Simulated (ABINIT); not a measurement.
# Beyond one shot: RbBH4 (F-43m)

Aim: iterate the self-energy on RbBH4 (F-43m) and follow the gap from cycle to cycle.

Calculated with ABINIT 10.8.3; PBEsol and many-body steps on it, plane waves.

## (1) Set-up

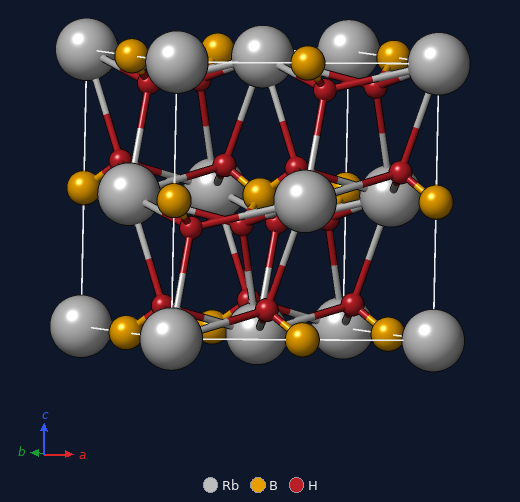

The cell as given, slightly off an axis (rubidium light grey, boron orange, hydrogen red). This picture shows the conventional cell, with its axes. Bonds to atoms that aren't drawn are left out. Some periodic images of atoms are drawn too.

The cell and positions are those that the Materials Project relaxed with its own functionals (PBE, PBE+U or r2SCAN), kept fixed.

## (2) Empty states on the mesh, 2×2×2 mesh, 68 bands

This step: ABINIT 10.8.3; DFT, PBEsol, plane waves, norm-conserving pseudopotentials.

The sums over transitions need many empty states on a uniform mesh; this step solves for them.

run.abi reads:

```
acell 3*1.0 Angstrom
rprim 
  -0.000000000000 3.453240220000 3.453240220000
  3.453240220000 -0.000000000000 3.453240220000
  3.453240220000 3.453240220000 -0.000000000000
ntypat 3
znucl 37 5 1
natom 6
typat 1 2 3 3 3 3
xred 
  0.000000000000 0.000000000000 0.000000000000
  0.500000000000 0.500000000000 0.500000000000
  0.602415200000 0.602415200000 0.602415200000
  0.192754400000 0.602415200000 0.602415200000
  0.602415200000 0.602415200000 0.192754400000
  0.602415200000 0.192754400000 0.602415200000
pp_dirpath "pseudos"
pseudos "Rb.upf, B.upf, H.upf"
ecut 34
ngkpt 2 2 2
nshiftk 1
shiftk 0 0 0
kptopt 1
chksymbreak 0
iscf -2
irdden 1
istwfk *1
nband 68
nbdbuf 6
tolwfr 1e-09
nstep 60
prtvol 0
indata_prefix "in"
outdata_prefix "out"
tmpdata_prefix "tmp"
```

On the command line:

```console
$ OMP_NUM_THREADS=1 mpirun -n 4 abinit run.abi > log
```

Numbers of over 12 decimals in the logs are rounded to 6 here.

Log:

```text
.Version 10.8.3 of ABINIT. v10.8.2 released Aug 2026.

 Symmetries : space group F-4 3 m (#216); Bravais cF (face-center cubic)
[... echo of the input left out ...]
== DATASET  1 ==================================================================
-   mpi_nproc: 4, omp_nthreads: 1 (-1 if OMP is not activated)
-    --> not optimal distribution: autoparal keyword recommended in input file <--

--- !DatasetInfo
iteration_state: {dtset: 1, }
dimensions: {natom: 6, nkpt: 3, mband: 68, nsppol: 1, nspinor: 1, nspden: 1, mpw: 5290, }
cutoff_energies: {ecut:  34.0, pawecutdg:  -1.0, }
[...]
1.13161    1.13161    1.13244    1.13244    1.13244    1.18506    1.18506    1.18506
   1.20892    1.20892    1.26405    1.38203    1.38203    1.41448    1.41448    1.41448
   1.58533    1.61879    1.62134    1.62437
 prteigrs : prtvol=0 or 1, do not print more k-points.

== END DATASET(S) ==============================================================
================================================================================

 -outvars: echo values of variables after computation  --------
            nband          68
             nkpt           3
          spgroup         216
 [... the other variables as echoed above ...]

 Calculation completed.
```

Run time: 16 s. Hardware: 4 MPI ranks of Arm Neoverse V1, shared host; peak memory 0.3 GiB.

This step gave:

```yaml
gap: 5.909 eV
k_of_the_valence_top: 0, 0, 0
k_of_the_conduction_bottom: 0.5, 0.5, 0
least_direct_gap: 6.018 eV
k_points_computed: 3
lowest_point_of_the_top_converged_band_above_the_valence_top: 41.27 eV
```

On this mesh the gap is 5.909 eV.

The density comes from a self-consistent run that is not shown.

## (3) Screening, 2×2×2 mesh, 62 bands, screening to 106.1 eV

The RPA dielectric matrix is built and inverted for each q.

This step: RPA screening on PBEsol, plane waves, norm-conserving pseudopotentials.

Edit run.abi of step 2 so:

```diff
@@ -24,10 +24,11 @@
 chksymbreak 0
-iscf -2
-irdden 1
 istwfk *1
-nband 68
-nbdbuf 6
-tolwfr 1e-09
-nstep 60
-prtvol 0
+occopt 1
+irdwfk 1
+optdriver 3
+nband 62
+ecuteps 3.9
+inclvkb 2
+awtr 1
+symchi 1
 indata_prefix "in"
```

Log:

```text
.Version 10.8.3 of ABINIT. v10.8.2 released Aug 2026.

 Symmetries : space group F-4 3 m (#216); Bravais cF (face-center cubic)
[... echo of the input left out ...]
== DATASET  1 ==================================================================
-   mpi_nproc: 4, omp_nthreads: 1 (-1 if OMP is not activated)

--- !DatasetInfo
iteration_state: {dtset: 1, }
dimensions: {natom: 6, nkpt: 3, mband: 62, nsppol: 1, nspinor: 1, nspden: 1, mpw: 5290, }
cutoff_energies: {ecut:  34.0, pawecutdg:  -1.0, }
electrons: {nelect:   1.60000000E+01, charge:   0.00000000E+00, occopt:   1.00000000E+00, tsmear:   1.00000000E-02, }

 SCREENING: Calculation of the susceptibility and dielectric matrices

 Based on a program developped by R.W. Godby, V. Olevano, G. Onida, and L. Reining.
 Incorporated in ABINIT by V. Olevano, G.-M. Rignanese, and M. Torrent.
.Using double precision arithmetic ; gwpc =  8

[... cell and pseudopotentials left out ...]
--------------------------------------------------------------------------------

 ==== K-mesh for the wavefunctions ====
 Number of points in the irreducible wedge :     3
[... list of points left out ...]
 Together with 24 symmetry operations and time-reversal symmetry
 yields     8 points in the full Brillouin Zone.

 ==== Q-mesh for the screening function ====
 Number of points in the irreducible wedge :     3
[... list of points left out ...]
 Together with 24 symmetry operations and time-reversal symmetry
 yields     8 points in the full Brillouin Zone.

 setmesh: FFT mesh size selected  =    36x   36x   36
          total number of points  =        46656

 vcoul_init : cutoff-mode = AUXILIARY_FUNCTION
 q-points for optical limit:   1
     1)      0.000010    0.000020    0.000030

- screening: taking advantage of time-reversal symmetry
- Maximum band index for partially occupied states nbvw = 8
- Remaining bands to be divided among processors   nbcw = 54
- Number of bands treated by each node ~13

 Number of electrons calculated from density =   16.0000; Expected =   16.0000
 average of density, n =  0.028788
 r_s =    2.0241
 omega_plasma =   16.3667 [eV]

 calculating chi0 at frequencies [eV] :
  1    0.000000E+00    0.000000E+00
  2    0.000000E+00    1.636674E+01

--------------------------------------------------------------------------------
  q-point number  1        q = ( 0.000000, 0.000000, 0.000000) [r.l.u.]
--------------------------------------------------------------------------------
[... chi0 elements left out ...]
 For q-point:  0.000010 0.000020 0.000030
  dielectric constant =   2.3291
  dielectric constant without local fields =   2.6809

  Average fulfillment of the sum rule on Im[epsilon] for q-point    1 :     68.81  [%]
[... wings left out ...]
  q-point number  2        q = ( 0.500000, 0.000000, 0.000000) [r.l.u.]
--------------------------------------------------------------------------------
[... chi0 elements left out ...]
  Average fulfillment of the sum rule on Im[epsilon] for q-point    2 :     78.09  [%]

 [... 1 further q-points ...]
```

Elapsed: 4.7 s, on 4 MPI ranks; peak memory 0.51 GiB; 18 s of CPU time.

Numbers from this step:

```
ε∞ with local fields, on this mesh, along the program's q direction : 2.329
the same without local fields                                       : 2.681
plasma frequency                                                    : 16.37 eV
plane waves in the screening matrix                                 : 181
```

Local fields lower ε∞ by 13 %. On a Γ-centred mesh this coarse the value itself is usually too large, while a short band sum pulls it down.

## (4) G0W0

The self-energy is evaluated for the states that the input lists, and the levels follow from it, in one-shot runs by the linearised quasiparticle equation.

This step: G0W0 on PBEsol, plane waves, norm-conserving pseudopotentials.

Edit run.abi of step 3 so:

```diff
@@ -27,8 +27,17 @@
 irdwfk 1
-optdriver 3
+optdriver 4
 nband 62
+gwcalctyp 0
+ecutsigx 34
+symsigma 1
+nkptgw 2
+kptgw 
+  0.0000000000 0.0000000000 0.0000000000
+  0.5000000000 0.5000000000 0.0000000000
+bdgw 
+  6 12
+  7 10
 ecuteps 3.9
-inclvkb 2
-awtr 1
-symchi 1
+irdscr 1
+ppmodel 1
 indata_prefix "in"
```

Log:

```text
.Version 10.8.3 of ABINIT. v10.8.2 released Aug 2026.

 Symmetries : space group F-4 3 m (#216); Bravais cF (face-center cubic)
[... echo of the input left out ...]
== DATASET  1 ==================================================================
-   mpi_nproc: 4, omp_nthreads: 1 (-1 if OMP is not activated)

--- !DatasetInfo
iteration_state: {dtset: 1, }
dimensions: {natom: 6, nkpt: 3, mband: 62, nsppol: 1, nspinor: 1, nspden: 1, mpw: 5290, }
cutoff_energies: {ecut:  34.0, pawecutdg:  -1.0, }
electrons: {nelect:   1.60000000E+01, charge:   0.00000000E+00, occopt:   1.00000000E+00, tsmear:   1.00000000E-02, }

 SIGMA: Calculation of the GW corrections

 Based on a program developped by R.W. Godby, V. Olevano, G. Onida, and L. Reining.
 Incorporated in ABINIT by V. Olevano, G.-M. Rignanese, and M. Torrent.
.Using double precision arithmetic ; gwpc =  8

[... cell and pseudopotentials left out ...]
--------------------------------------------------------------------------------

 ==== K-mesh for the wavefunctions ====
 Number of points in the irreducible wedge :     3
[... list of points left out ...]
 Together with 24 symmetry operations and time-reversal symmetry
 yields     8 points in the full Brillouin Zone.

 ==== Q-mesh for screening function ====
 Number of points in the irreducible wedge :     3
[... list of points left out ...]
 Together with 24 symmetry operations and time-reversal symmetry
 yields     8 points in the full Brillouin Zone.

 vcoul_init : cutoff-mode = AUXILIARY_FUNCTION
 q-points for optical limit:   1
     1)      0.000010    0.000020    0.000030
 setmesh: FFT mesh size selected  =    50x   50x   50
          total number of points  =       125000

 Number of electrons calculated from density =   16.0000; Expected =   16.0000
 average of density, n =  0.028788
 r_s =    2.0241
 omega_plasma =   16.3667 [eV]

 === KS Band Gaps ===
  >>>> For spin  1
   Minimum direct gap =   6.0181 [eV], located at k-point      :   0.5000  0.5000  0.0000
   Fundamental gap    =   5.9086 [eV], Top of valence bands at :   0.0000  0.0000  0.0000
                                       Bottom of conduction at :   0.5000  0.5000  0.0000
 SIGMA fundamental parameters:
 PLASMON POLE MODEL  1
 number of plane-waves for SigmaX                 5209
 number of plane-waves for SigmaC and W            181
 number of plane-waves for wavefunctions          5209
 number of bands                                    62
 number of independent spin polarizations            1
 number of spinorial components                      1
 number of k-points in IBZ                           3
 number of q-points in IBZ                           3
 number of symmetry operations                      24
 number of k-points in BZ                            8
 number of q-points in BZ                            8
 number of frequencies for dSigma/dE                 9
 frequency step for dSigma/dE [eV]                0.25
 number of omega for Sigma on real axis              0
 max omega for Sigma on real axis  [eV]           0.00
 zcut for avoiding poles [eV]                     0.10

 EPSILON^-1 parameters (SCR file):
 dimension of the eps^-1 matrix on file            181
 dimension of the eps^-1 matrix used               181
 number of plane-waves for wavefunctions          5209
 number of bands                                    62
 number of q-points in IBZ                           3
 number of frequencies                               2
 number of real frequencies                          1
 number of imag frequencies                          1

 matrix elements of self-energy operator (all in [eV])

 Perturbative Calculation

--- !SelfEnergy_ee
iteration_state: {dtset: 1, }
kpoint     : [   0.000,    0.000,    0.000, ]
spin       : 1
KS_gap     :    6.167
QP_gap     :    8.921
Delta_QP_KS:    2.754
data: !SigmaeeData |
     Band     E0 <VxcDFT>   SigX SigC(E0)      Z dSigC/dE  Sig(E)    E-E0       E
        6  -2.776 -12.269 -16.117   2.156   0.822  -0.216 -13.660  -1.391  -4.167
        7  -2.776 -12.269 -16.117   2.156   0.822  -0.216 -13.660  -1.391  -4.167
        8  -2.776 -12.269 -16.117   2.156   0.822  -0.216 -13.660  -1.391  -4.167
        9   3.392  -7.687  -3.475  -2.634   0.864  -0.158  -6.325   1.363   4.754
       10   4.738  -7.771  -3.324  -2.544   0.871  -0.149  -6.114   1.657   6.395
       11   4.738  -7.771  -3.324  -2.544   0.871  -0.149  -6.114   1.657   6.395
       12   4.738  -7.771  -3.324  -2.544   0.871  -0.149  -6.114   1.657   6.395

--- !SelfEnergy_ee
iteration_state: {dtset: 1, }
kpoint     : [   0.500,    0.500,    0.000, ]
spin       : 1
KS_gap     :    6.018
QP_gap     :    8.707
Delta_QP_KS:    2.689
data: !SigmaeeData |
     Band     E0 <VxcDFT>   SigX SigC(E0)      Z dSigC/dE  Sig(E)    E-E0       E
        7  -2.885 -12.215 -16.036   2.128   0.823  -0.215 -13.609  -1.394  -4.279
        8  -2.885 -12.215 -16.036   2.128   0.823  -0.215 -13.609  -1.394  -4.279
        9   3.133  -6.780  -2.852  -2.448   0.875  -0.142  -5.485   1.295   4.428
       10   5.481  -7.575  -3.010  -2.805   0.868  -0.153  -6.048   1.527   7.008

== END DATASET(S) ==============================================================
================================================================================

 -outvars: echo values of variables after computation  --------
           etotal      0.0000000000E+00
            nband          62
             nkpt           3
          spgroup         216
 [... the other variables as echoed above ...]

 Calculation completed.
```

Elapsed: 4.5 s, on 4 MPI ranks; peak memory 0.58 GiB; 18 s of CPU time.

Numbers from this step:

```yaml
g0w0_gap_on_the_points_computed: 8.595 eV
starting_gap_on_the_mesh: 5.909 eV
k_of_the_valence_top: 0, 0, 0
k_of_the_conduction_bottom: 0.5, 0.5, 0
z_at_the_valence_top: 0.822
z_at_the_conduction_bottom: 0.875
least_direct_g0w0_gap_on_the_computed_points: 8.707 eV
```

The gap on the mesh goes from 5.91 eV to 8.59 eV, a correction of +2.69 eV.

## (5) evGW0, cycle 1

This step: evGW0 on PBEsol, plane waves, norm-conserving pseudopotentials.

Edit run.abi of step 4 so:

```diff
@@ -29,12 +29,14 @@
 nband 62
-gwcalctyp 0
+gwcalctyp 10
 ecutsigx 34
 symsigma 1
-nkptgw 2
+nkptgw 3
 kptgw 
   0.0000000000 0.0000000000 0.0000000000
+  0.5000000000 0.0000000000 0.0000000000
   0.5000000000 0.5000000000 0.0000000000
 bdgw 
-  6 12
-  7 10
+  1 12
+  1 12
+  1 12
 ecuteps 3.9
```

Log:

```text
.Version 10.8.3 of ABINIT. v10.8.2 released Aug 2026.

 Symmetries : space group F-4 3 m (#216); Bravais cF (face-center cubic)
[... echo of the input left out ...]
== DATASET  1 ==================================================================
-   mpi_nproc: 4, omp_nthreads: 1 (-1 if OMP is not activated)

--- !DatasetInfo
iteration_state: {dtset: 1, }
dimensions: {natom: 6, nkpt: 3, mband: 62, nsppol: 1, nspinor: 1, nspden: 1, mpw: 5290, }
cutoff_energies: {ecut:  34.0, pawecutdg:  -1.0, }
electrons: {nelect:   1.60000000E+01, charge:   0.00000000E+00, occopt:   1.00000000E+00, tsmear:   1.00000000E-02, }

 SIGMA: Calculation of the GW corrections

 Based on a program developped by R.W. Godby, V. Olevano, G. Onida, and L. Reining.
 Incorporated in ABINIT by V. Olevano, G.-M. Rignanese, and M. Torrent.
.Using double precision arithmetic ; gwpc =  8

[... cell and pseudopotentials left out ...]
--------------------------------------------------------------------------------

 ==== K-mesh for the wavefunctions ====
 Number of points in the irreducible wedge :     3
[... list of points left out ...]
 Together with 24 symmetry operations and time-reversal symmetry
 yields     8 points in the full Brillouin Zone.

 ==== Q-mesh for screening function ====
 Number of points in the irreducible wedge :     3
[... list of points left out ...]
 Together with 24 symmetry operations and time-reversal symmetry
 yields     8 points in the full Brillouin Zone.

 vcoul_init : cutoff-mode = AUXILIARY_FUNCTION
 q-points for optical limit:   1
     1)      0.000010    0.000020    0.000030
 setmesh: FFT mesh size selected  =    50x   50x   50
          total number of points  =       125000

 Number of electrons calculated from density =   16.0000; Expected =   16.0000
[...]
--- !SelfEnergy_ee
iteration_state: {dtset: 1, }
kpoint     : [   0.500,    0.000,    0.000, ]
spin       : 1
KS_gap     :    7.451
QP_gap     :   10.087
Delta_QP_KS:    2.636
data: !SigmaeeData |
     Band     E_DFT   <VxcDFT>   E(N-1)  <Hhartree>   SigX  SigC[E(N-1)]    Z     dSigC/dE  Sig[E(N)]  DeltaE  E(N)_pert E(N)_diago
[...]
--- !SelfEnergy_ee
iteration_state: {dtset: 1, }
kpoint     : [   0.500,    0.500,    0.000, ]
spin       : 1
KS_gap     :    6.018
QP_gap     :    8.707
Delta_QP_KS:    2.689
data: !SigmaeeData |
     Band     E_DFT   <VxcDFT>   E(N-1)  <Hhartree>   SigX  SigC[E(N-1)]    Z     dSigC/dE  Sig[E(N)]  DeltaE  E(N)_pert E(N)_diago
[...]
11     6.956    -7.737     6.956    14.693    -3.262    -2.829     0.829    -0.206    -6.371     1.366     8.322     8.603
       12     7.460    -9.586     7.460    17.046    -4.314    -2.635     0.867    -0.154    -7.301     2.285     9.745    10.097

 New Fermi energy :        2.660757E-03 Ha ,    7.240289E-02 eV
 New Exchange energy :    -5.610018E+00 Ha ,   -1.526564E+02 eV

 === QP Band Gaps ===
  >>>> For spin  1
   Minimum direct gap =   9.1912 [eV], located at k-point      :   0.5000  0.5000  0.0000
   Fundamental gap    =   9.0808 [eV], Top of valence bands at :   0.0000  0.0000  0.0000
                                       Bottom of conduction at :   0.5000  0.5000  0.0000

 writing QP data on file : out_QPS

 Convergence of QP corrections
 >>>>> For spin  1 <<<<<
.  kptgw no:  1; Maximum DeltaE = (  -2.147   0.000) for band index:  2
.  kptgw no:  2; Maximum DeltaE = (  -2.166  -0.000) for band index:  3
.  kptgw no:  3; Maximum DeltaE = (   2.285   0.000) for band index: 12

== END DATASET(S) ==============================================================
================================================================================

 -outvars: echo values of variables after computation  --------
           etotal      0.0000000000E+00
            nband          62
             nkpt           3
          spgroup         216
 [... the other variables as echoed above ...]

 Calculation completed.
```

It took 8.6 s on 4 MPI ranks; peak memory 0.78 GiB.

This step gave:

| Property | Result |
| --- | --- |
| quasiparticle gap on the points computed | 9.081 eV |
| gap of the density functional on the mesh | 5.909 eV |
| k of the valence top | 0, 0, 0 |
| k of the conduction bottom | 0.5, 0.5, 0 |
| Z at the valence top | 0.822 |
| Z at the conduction bottom | 0.875 |
| least direct quasiparticle gap on the computed points | 9.191 eV |

Against G0W0 in ABINIT (2×2×2 mesh, 62 bands, screening to 106.1 eV, Godby-Needs plasmon pole), the gap moves by +0.486 eV. This first cycle still uses the starting levels; it takes the full correction, at all points of the mesh, and its linearised value is 8.595 eV.

## (6) evGW0, cycle 2

The corrected levels of the last cycle go back in.

Edit run.abi of step 5 so:

```diff
@@ -44,2 +44,3 @@
 ppmodel 1
+irdqps 1
 indata_prefix "in"
```

Log:

```text
.Version 10.8.3 of ABINIT. v10.8.2 released Aug 2026.

 Symmetries : space group F-4 3 m (#216); Bravais cF (face-center cubic)
[... echo of the input left out ...]
== DATASET  1 ==================================================================
-   mpi_nproc: 4, omp_nthreads: 1 (-1 if OMP is not activated)

--- !DatasetInfo
iteration_state: {dtset: 1, }
dimensions: {natom: 6, nkpt: 3, mband: 62, nsppol: 1, nspinor: 1, nspden: 1, mpw: 5290, }
cutoff_energies: {ecut:  34.0, pawecutdg:  -1.0, }
[...]
Convergence of QP corrections
 >>>>> For spin  1 <<<<<
.  kptgw no:  1; Maximum DeltaE = (  -1.661  -0.310) for band index:  1
.  kptgw no:  2; Maximum DeltaE = (  -1.648  -0.077) for band index:  1
.  kptgw no:  3; Maximum DeltaE = (  -1.773  -0.201) for band index:  1

== END DATASET(S) ==============================================================
================================================================================

 -outvars: echo values of variables after computation  --------
           etotal      0.0000000000E+00
            nband          62
             nkpt           3
          spgroup         216
 [... the other variables as echoed above ...]

 Calculation completed.
```

Wall time 8.6 s (4 MPI ranks); peak memory 0.78 GiB; 34 s of CPU time.

This step gave:

```
quasiparticle gap on the points computed              : 8.932 eV
gap of the density functional on the mesh             : 5.909 eV
k of the valence top                                  : 0, 0, 0
k of the conduction bottom                            : 0.5, 0.5, 0
least direct quasiparticle gap on the computed points : 9.04 eV
```

Against the cycle before, the gap moves by −0.149 eV.

[end of part 1 of 3]

[Paths, hosts, dates, memory and timing lines, banners, echoed tables and standing remarks are left out of the program output.]

[Logs are printed without paths, hosts, clocks, repeated set-up lines and the standing remarks that a program may print on its own settings, such as how far it seeks lower states.]

[Runs of the session that timed out or met a known fault of the program may be left out.]

[Hosts, paths, dates, database ids (printed as entryN), source tags and the programs' standing remarks are cut or masked in the printed files.]

[G0W0 gaps are taken among the corrected bands and points alone; a level outside them can change the order at an edge.]

[Where Ansatz stands beside ABINIT at settings called matched, ABINIT's density can come from a denser mesh and the files from another edition; pairs whose starting gaps differed by over 0.03 eV were left out, so agreement reads better than it is.]
